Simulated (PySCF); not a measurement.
## A study: Cl4Sn, SMILES `Cl[Sn](Cl)(Cl)Cl`

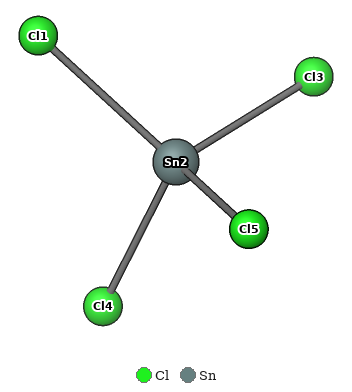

The molecule, with its atoms numbered as below. No frequency check shows the geometry to be a minimum.

Coordinates in Å:

```
Cl1      1.8482   -1.3373    0.4027
Sn2      0.0001   -0.0001   -0.0001
Cl3     -1.8483   -1.3374   -0.4026
Cl4      0.4027    1.3374   -1.8478
Cl5     -0.4028    1.3375    1.8478
```

## 1. Bonding charge

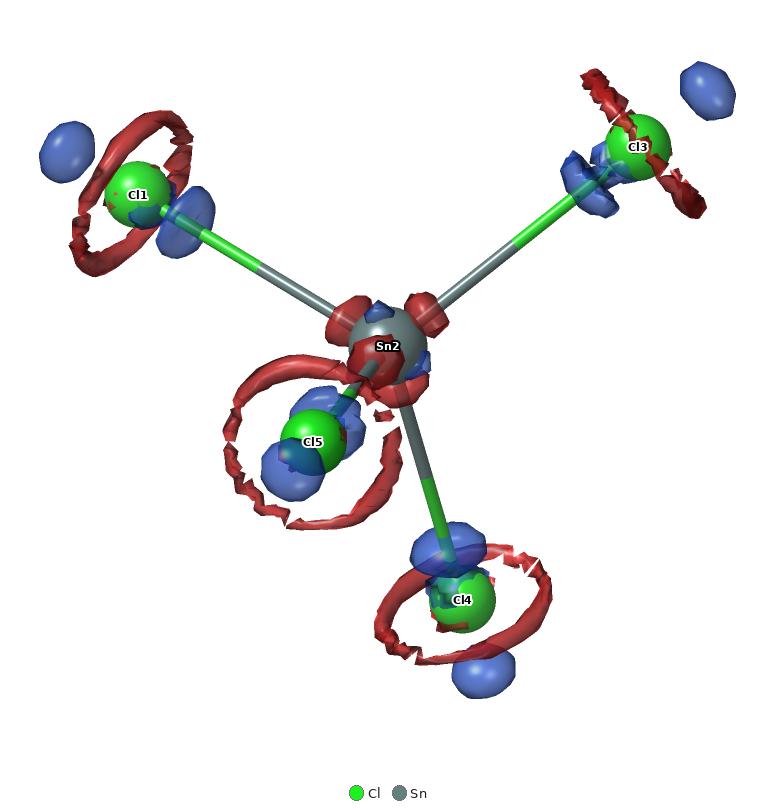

Deformation density (molecule less spherical, spin-averaged free atoms at the same positions), surfaces at ±0.1 e/Å³; red: gain, blue: loss.

Computed with PySCF, B3LYP/def2-SVPD, geometry: GFN2-xTB. Core potentials replace the inner electrons of Sn; spin–orbit coupling isn't included.

Question: How much density has each bond gained at its critical point, relative to the free atoms?

Answer: Sn2–Cl4, Sn2–Cl5, Cl1–Sn2 and Sn2–Cl3: +0.02 e/Å³ at the bond critical point (bond length 2.32 Å). In all, 1.3 electrons gather in the regions of gain relative to the promolecule. A small or negative value marks a very polar bond, one between electron-rich atoms, whose free-atom densities already overlap strongly, a long bond to a heavier atom, or a closed-shell contact such as a hydrogen bond.

Question: Where do the Hirshfeld charges lie?

Answer: The highest Hirshfeld charge is on Sn2 (+0.57 e), the lowest on Cl1, Cl3, Cl4 and Cl5 (−0.14 e).

| atom | charge (e) |
| --- | --- |
| Cl1 | −0.14 |
| Sn2 | +0.57 |
| Cl3 | −0.14 |
| Cl4 | −0.14 |
| Cl5 | −0.14 |

## 2. Bond critical points

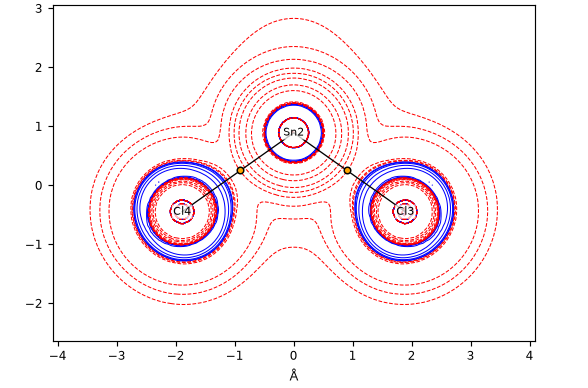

Negative Laplacian of the density (−∇²ρ) in the plane of Sn2, Cl3 and Cl4 (solid blue lines positive, dashed red lines negative, contours at ±0.02 to ±8 a.u.), with bond paths and bond critical points (dots).

Question: At which bond critical points in this plane is charge locally concentrated, and at which depleted?

Answer: At none is it concentrated. Depleted (∇²ρ > 0): Sn2–Cl4 and Sn2–Cl3 (+0.21 a.u., H = −0.020).

## 3. Local ionisation energy

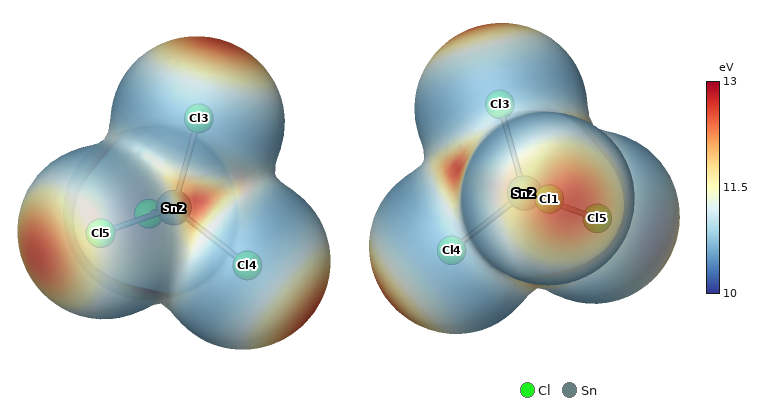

Average local ionisation energy on the surface of electron density 0.001 a.u. (back view left, front view right).

Question: Locate the minima of the map.

Answer: The lowest value is 10.6 eV, 2.1 Å from Cl3, and at like points elsewhere. For comparison, the highest occupied orbital lies at −9.6 eV.

Question: What volume does the surface enclose, and what is the dipole moment?

Answer: About 156 Å³; the dipole moment is 0.0 D.

## 4. In an electric field

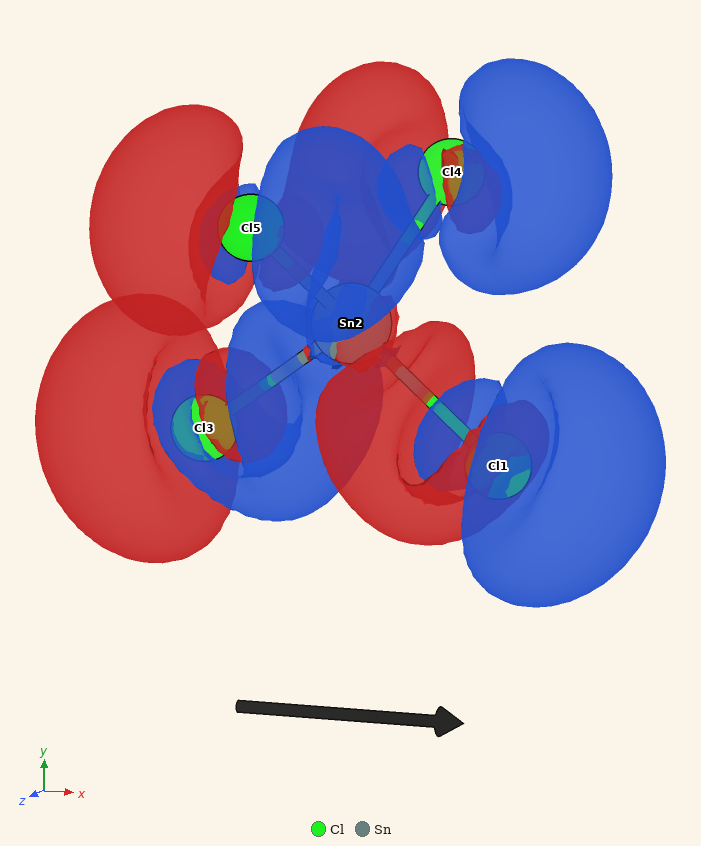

Change of the electron density in a uniform field of 0.21 V/Å along +x (arrow), surfaces at ±0.001 e/Å³ (red: gain, blue: loss).

Level of theory: B3LYP/def2-SVPD (PySCF), at a geometry from GFN2-xTB. Core potentials replace the inner electrons of Sn; spin–orbit coupling isn't included.

Question: What dipole is induced, and what polarisability does it imply?

Answer: The induced dipole is 0.98 D (along the field); α along this axis, from the fields in both directions, is 96 bohr³ (14.2 Å³).

Question: Which atoms gain and lose the most charge?

Answer: Electrons gather most on Cl3 (Hirshfeld charge changes by −0.023 e) and leave Cl1 most (+0.024 e); 0.074 electrons are displaced in all.

The PySCF runs shown took 19 s and 47 s on 1 thread of Arm Neoverse V2 (shared host).
